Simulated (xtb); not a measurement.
**Si₂H₆: geometry relaxation (part 2 of 2)**

Continued. System: Si₂H₆ (Si(SiH3)H3), SMILES [H][Si]([H])([H])[SiH3]. Method: GFN2-xTB (xtb 6.7.1). The geometry comes from this level: GFN2-xTB.

Geometry of the input (Å):
```
Si -0.0038  0.0087  -1.1538
Si 0.0033  -0.0070  1.1518
H  0.7879  1.0932  1.7205
H  0.5704  -1.2418  1.7030
H  -1.3430  0.1135  1.7190
H  1.3492  -0.0098  -1.7169
H  -0.6635  1.1943  -1.7060
H  -0.7005  -1.1511  -1.7176
```

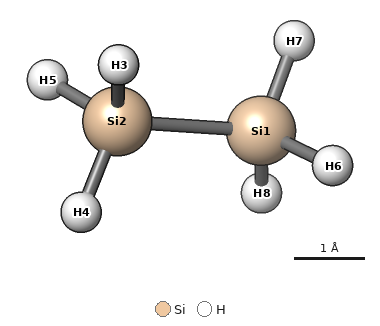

The geometry at step 2 of the log (ball-and-stick view, seen at a tilt; atoms are numbered from 1 in the order of the input).

Log, continued
```
 iter      E             dE          RMSdq      gap      omega  full diag
   1     -6.5616076 -0.656161E+01  0.661E-03    4.53       0.0  T
   2     -6.5616076 -0.268958E-08  0.376E-03    4.53       9.4  T
   3     -6.5616076  0.570152E-09  0.153E-03    4.53      23.2  T
   4     -6.5616076 -0.169204E-08  0.595E-04    4.53      59.4  T
   5     -6.5616076 -0.802993E-10  0.301E-04    4.53     117.5  T
     SCC iter.                  ...        0 min,  0.003 sec
     gradient                   ...        0 min,  0.002 sec
 * total energy  :    -6.4996695 Eh     change       -0.6367037E-07 Eh
   gradient norm :     0.0000330 Eh/α   predicted    -0.4742676E-07 ( -25.51%)
   displ. norm   :     0.0005563 α      lambda       -0.7152650E-08
   maximum displ.:     0.0002858 α      in ANC's #9, #5, #3, ...

   *** GEOMETRY OPTIMIZATION CONVERGED AFTER 5 ITERATIONS ***

------------------------------------------------------------------------
 total energy gain   :        -0.0000010 Eh       -0.0007 kcal/mol
 total RMSD          :         0.0027378 a0        0.0014 Å
 total power (kW/mol):        -0.0005439 (step)   -0.0831 (real)
------------------------------------------------------------------------

 ANCopt (total)                0 d,  0 h,  0 min,  0.033 sec
 optimizer setup                ...        0 min,  0.000 sec (  0.357%)
 model hessian                  ...        0 min,  0.001 sec (  2.280%)
 ANC generation                 ...        0 min,  0.000 sec (  0.589%)
 coordinate transformation      ...        0 min,  0.000 sec (  0.198%)
 single point calculation       ...        0 min,  0.030 sec ( 92.143%)
 optimization log               ...        0 min,  0.000 sec (  1.393%)
 hessian update                 ...        0 min,  0.000 sec (  0.162%)
 rational function              ...        0 min,  0.001 sec (  1.544%)

================
 final structure:
================
$coord
       -0.00626480660100        0.01443040857414       -2.17808017595913      si
        0.00622359837791       -0.01430847674180        2.17819662070421      si
        1.48878321608523        2.06673870140925        3.24831360972488      h
        1.07805653848090       -2.34654207569674        3.22023664342431      h
       -2.53878066448829        0.21550954188837        3.24772489520365      h
        2.54933308892717       -0.01853340647261       -3.24647483513736      h
       -1.25400696662431        2.25713985131140       -3.22049397820260      h
       -1.32332510689661       -2.17445344153301       -3.24944167701996      h
$end

 Bond Distances (Angstroems)
 ---------------------------
Si1-Si2=2.3053       Si1-H6=1.4659        Si1-H7=1.4659        Si1-H8=1.4659        Si2-Si1=2.3053       Si2-H3=1.4659
Si2-H4=1.4659        Si2-H5=1.4659        H3-Si2=1.4659        H4-Si2=1.4659        H5-Si2=1.4659        H6-Si1=1.4659
H7-Si1=1.4659        H8-Si1=1.4659
 Si H  Rav=1.4659 sigma=0.0000  Rmin=1.4659  Rmax=1.4659     6
 Si Si Rav=2.3053 sigma=0.0000  Rmin=2.3053  Rmax=2.3053     1

 selected bond angles (degree)
 --------------------
H6-Si1-Si2=112.52              H7-Si1-Si2=112.52              H7-Si1-H6=106.26               H8-Si1-Si2=112.51
H8-Si1-H6=106.26               H8-Si1-H7=106.26               H3-Si2-Si1=112.51              H4-Si2-Si1=112.51
H4-Si2-H3=106.27               H5-Si2-Si1=112.51              H5-Si2-H3=106.27               H5-Si2-H4=106.27

 selected dihedral angles (degree)
 ---------------------------------
H3-Si2-Si1-H6= 55.58          H3-Si2-Si1-H7=295.57          H3-Si2-Si1-H8=175.58          H4-Si2-Si1-H6=295.58
H4-Si2-Si1-H7=175.58          H4-Si2-Si1-H8= 55.58          H5-Si2-Si1-H6=175.58          H5-Si2-Si1-H7= 55.58
H5-Si2-Si1-H8=295.59
           -------------------------------------------------
          |                Final Singlepoint                |
           -------------------------------------------------

          ...................................................
          :                      SETUP                      :
          :.................................................:
          :  # basis functions                  26          :
          :  # atomic orbitals                  24          :
          :  # shells                           12          :
          :  # electrons                        14          :
          :  max. iterations                   250          :
          :  Hamiltonian                  GFN2-xTB          :
          :  restarted?                      false          :
          :  GBSA solvation                  false          :
          :  PC potential                    false          :
          :  electronic temp.          300.0000000     K    :
          :  accuracy                    1.0000000          :
          :  -> integral cutoff          0.2500000E+02      :
          :  -> integral neglect         0.1000000E-07      :
          :  -> SCF convergence          0.1000000E-05 Eh   :
          :  -> wf. convergence          0.1000000E-03 e    :
          :  Broyden damping             0.4000000          :
          :  net charge                          0          :
          :  unpaired electrons                  0          :
          ...................................................

 iter      E             dE          RMSdq      gap      omega  full diag
   1     -6.5616076 -0.656161E+01  0.192E-04    4.53       0.0  T
   2     -6.5616076 -0.978861E-11  0.719E-05    4.53     491.6  T
   3     -6.5616076 -0.114575E-12  0.937E-05    4.53     377.5  T

   *** convergence criteria satisfied after 3 iterations ***

         #    Occupation            Energy/Eh            Energy/eV
      -------------------------------------------------------------
         1        2.0000           -0.7521955             -20.4683
         2        2.0000           -0.6439158             -17.5218
         3        2.0000           -0.4304437             -11.7130
         4        2.0000           -0.4304403             -11.7129
         5        2.0000           -0.4234794             -11.5235
         6        2.0000           -0.4234758             -11.5234
         7        2.0000           -0.3707400             -10.0883 (HOMO)
         8                         -0.2041798              -5.5560 (LUMO)
         9                         -0.2041770              -5.5559
        10                         -0.1865315              -5.0758
        11                         -0.1585943              -4.3156
        12                         -0.1585858              -4.3153
       ...                                ...                  ...
        24                          0.7787028              21.1896
      -------------------------------------------------------------
                  HL-Gap            0.1665602 Eh            4.5323 eV
             Fermi-level           -0.2874599 Eh           -7.8222 eV

 SCC (total)                   0 d,  0 h,  0 min,  0.009 sec
 SCC setup                      ...        0 min,  0.000 sec (  1.174%)
 Dispersion                     ...        0 min,  0.000 sec (  0.403%)
 classical contributions        ...        0 min,  0.000 sec (  0.202%)
 integral evaluation            ...        0 min,  0.001 sec ( 13.891%)
 iterations                     ...        0 min,  0.001 sec ( 12.186%)
 molecular gradient             ...        0 min,  0.006 sec ( 69.693%)
 printout                       ...        0 min,  0.000 sec (  2.112%)

         :::::::::::::::::::::::::::::::::::::::::::::::::::::
         ::                     SUMMARY                     ::
         :::::::::::::::::::::::::::::::::::::::::::::::::::::
         :: total energy              -6.499669522248 Eh    ::
         :: gradient norm              0.000034527829 Eh/a0 ::
         :: HOMO-LUMO gap              4.532332949631 eV    ::
         ::.................................................::
         :: SCC energy                -6.561605875772 Eh    ::
         :: -> isotropic ES            0.015642598115 Eh    ::
         :: -> anisotropic ES          0.002937736132 Eh    ::
         :: -> anisotropic XC          0.006351662982 Eh    ::
         :: -> dispersion             -0.004223237766 Eh    ::
         :: repulsion energy           0.061936353524 Eh    ::
         :: add. restraining           0.000000000000 Eh    ::
         :: total charge               0.000000000000 e     ::
         :::::::::::::::::::::::::::::::::::::::::::::::::::::

           -------------------------------------------------
          |                Property Printout                |
           -------------------------------------------------

    * Orbital Energies and Occupations

         #    Occupation            Energy/Eh            Energy/eV
      -------------------------------------------------------------
         1        2.0000           -0.7521955             -20.4683
         2        2.0000           -0.6439158             -17.5218
         3        2.0000           -0.4304437             -11.7130
         4        2.0000           -0.4304403             -11.7129
         5        2.0000           -0.4234794             -11.5235
         6        2.0000           -0.4234758             -11.5234
         7        2.0000           -0.3707400             -10.0883 (HOMO)
         8                         -0.2041798              -5.5560 (LUMO)
         9                         -0.2041770              -5.5559
        10                         -0.1865315              -5.0758
        11                         -0.1585943              -4.3156
        12                         -0.1585858              -4.3153
        13                         -0.1330938              -3.6217
        14                         -0.0935659              -2.5461
        15                         -0.0935637              -2.5460
        16                         -0.0278321              -0.7574
        17                         -0.0278240              -0.7571
        18                          0.3374918               9.1836
       ...                                ...                  ...
        24                          0.7787028              21.1896
      -------------------------------------------------------------
                  HL-Gap            0.1665602 Eh            4.5323 eV
             Fermi-level           -0.2874599 Eh           -7.8222 eV

     #   Z          covCN         q      C6AA      α(0)
     1  14 si       3.698     0.359   100.713    19.221
     2  14 si       3.698     0.359   100.713    19.221
     3   1 h        0.918    -0.120     6.314     3.930
     4   1 h        0.918    -0.120     6.314     3.930
     5   1 h        0.918    -0.120     6.313     3.930
     6   1 h        0.918    -0.120     6.314     3.930
     7   1 h        0.918    -0.120     6.314     3.930
     8   1 h        0.918    -0.120     6.314     3.930

 Mol. C6AA /au·bohr⁶  :       1223.022016
 Mol. C8AA /au·bohr⁸  :      48995.531671
 Mol. α(0) /au        :         62.021418

Wiberg/Mayer (AO) data.
largest (>0.10) Wiberg bond orders for each atom

 ---------------------------------------------------------------------------
     #   Z sym  total        # sym  WBO       # sym  WBO       # sym  WBO
 ---------------------------------------------------------------------------
     1  14 si   3.662 --     7 h    0.902     8 h    0.902     6 h    0.902
                             2 si   0.866
     2  14 si   3.662 --     4 h    0.902     5 h    0.902     3 h    0.902
                             1 si   0.866
     3   1 h    0.986 --     2 si   0.902
     4   1 h    0.986 --     2 si   0.902
     5   1 h    0.986 --     2 si   0.902
     6   1 h    0.986 --     1 si   0.902
     7   1 h    0.986 --     1 si   0.902
     8   1 h    0.986 --     1 si   0.902
 ---------------------------------------------------------------------------

Topologies differ in total number of bonds
Writing topology from bond orders to xtbtopo.mol

molecular dipole:
                 x           y           z       tot (Debye)
 q only:       -0.000       0.000       0.000
   full:       -0.000       0.000       0.000       0.001
molecular quadrupole (traceless):
                xx          xy          yy          xz          yz          zz
 q only:        0.888      -0.000       0.888      -0.008       0.018      -1.777
  q+dip:        1.479       0.000       1.479      -0.013       0.030      -2.958
   full:        1.531       0.000       1.531      -0.014       0.031      -3.061

           -------------------------------------------------
          |                Geometry Summary                 |
           -------------------------------------------------

      molecular mass/u    :       62.2186419
   center of mass at/Å    :       -0.0000093       0.0000279       0.0000267
  moments of inertia/u·Å² :        0.1109027E+02   0.9793930E+02   0.9793980E+02
rotational constants/cm⁻¹ :        0.1520039E+01   0.1721233E+00   0.1721224E+00

 * 7 selected distances

     #   Z          #   Z                                           value/Å
     1  14 si       2  14 si                                      2.3053023 (max)
     2  14 si       3   1 h                                       1.4659156
     2  14 si       4   1 h                                       1.4659248
     2  14 si       5   1 h                                       1.4659026
     1  14 si       6   1 h                                       1.4658912
     1  14 si       7   1 h                                       1.4658528 (min)
     1  14 si       8   1 h                                       1.4658951

 * 2 distinct bonds (by element types)

   Z      Z             #   av. dist./Å        max./Å        min./Å
   1 H   14 Si          6     1.4658970     1.4659248     1.4658528
  14 Si  14 Si          1     2.3053023     2.3053023     2.3053023

optimized geometry written to: xtbopt.coord

           -------------------------------------------------
          | TOTAL ENERGY               -6.499669522248 Eh   |
          | GRADIENT NORM               0.000034527829 Eh/α |
          | HOMO-LUMO GAP               4.532332949631 eV   |
           -------------------------------------------------

------------------------------------------------------------------------
------------------------------------------------------------------------
 total:
 *  cpu-time:     0 d,  0 h,  0 min,  0.067 sec
 * ratio c/w:     0.614 speedup
 SCF:
 *  cpu-time:     0 d,  0 h,  0 min,  0.009 sec
 * ratio c/w:     0.491 speedup
 ANC optimizer:
 *  cpu-time:     0 d,  0 h,  0 min,  0.038 sec
 * ratio c/w:     0.841 speedup
```

Standard error
```
normal termination of xtb
```

Trajectory as extended XYZ (Å, eV, eV/Å), 5 frames, from step=0 to step=4
```
8
Properties=species:S:1:pos:R:3 step=0 energy=-176.86499
Si   -0.0038    0.0087   -1.1538
Si    0.0033   -0.0070    1.1518
H     0.7879    1.0932    1.7205
H     0.5704   -1.2418    1.7030
H    -1.3430    0.1135    1.7190
H     1.3492   -0.0098   -1.7169
H    -0.6635    1.1943   -1.7060
H    -0.7005   -1.1511   -1.7176
8
Properties=species:S:1:pos:R:3 step=1 energy=-176.86500
Si   -0.0029    0.0072   -1.1512
Si    0.0030   -0.0074    1.1534
H     0.7878    1.0941    1.7187
H     0.5707   -1.2421    1.7028
H    -1.3440    0.1144    1.7187
H     1.3487   -0.0098   -1.7186
H    -0.6632    1.1936   -1.7041
H    -0.7001   -1.1502   -1.7198
8
Properties=species:S:1:pos:R:3 step=2 energy=-176.86502
Si   -0.0034    0.0076   -1.1527
Si    0.0035   -0.0078    1.1528
H     0.7876    1.0937    1.7189
H     0.5706   -1.2418    1.7044
H    -1.3433    0.1142    1.7185
H     1.3491   -0.0098   -1.7179
H    -0.6637    1.1947   -1.7042
H    -0.7003   -1.1508   -1.7197
8
Properties=species:S:1:pos:R:3 step=3 energy=-176.86502
Si   -0.0033    0.0076   -1.1527
Si    0.0032   -0.0075    1.1522
H     0.7878    1.0935    1.7190
H     0.5704   -1.2415    1.7041
H    -1.3433    0.1139    1.7188
H     1.3492   -0.0098   -1.7179
H    -0.6636    1.1945   -1.7041
H    -0.7003   -1.1507   -1.7194
8
Properties=species:S:1:pos:R:3 step=4 energy=-176.86502
Si   -0.0033    0.0076   -1.1526
Si    0.0033   -0.0076    1.1526
H     0.7878    1.0937    1.7189
H     0.5705   -1.2417    1.7041
H    -1.3435    0.1140    1.7186
H     1.3491   -0.0098   -1.7180
H    -0.6636    1.1944   -1.7042
H    -0.7003   -1.1507   -1.7195
```

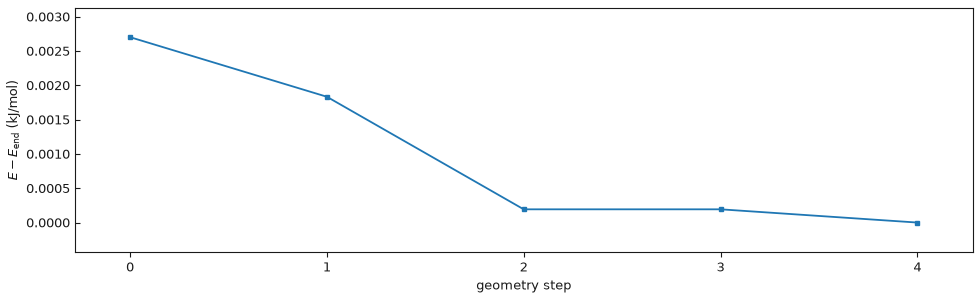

Progress of the relaxation, step by step (steps are counted from 0). The atoms keep their places after the best rigid fit (all moves are under 0.005 Å). After 4 geometry steps the energy has fallen by next to nothing (0.0 kJ/mol).

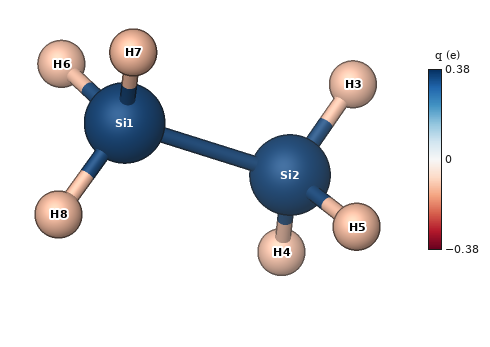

Mulliken charges, as the colour of each atom (ball-and-stick view, seen at a tilt; atoms are numbered from 1 in the order of the input). By element: Si +0.36 and H −0.12 e.

Results in brief

- outcome: converged
- electrons treated: 14
- total energy: −6.499670 hartree
- dispersion energy: −0.004223 hartree
- basis functions: 26
- HOMO: −10.09 eV
- LUMO: −5.56 eV
- dipole moment: 0.00 D
- hardware: 1 thread of Intel Xeon @ 2.50GHz (Skylake/Cascade Lake), 189 GiB of memory available, shared host
- peak memory: 0.072 GiB
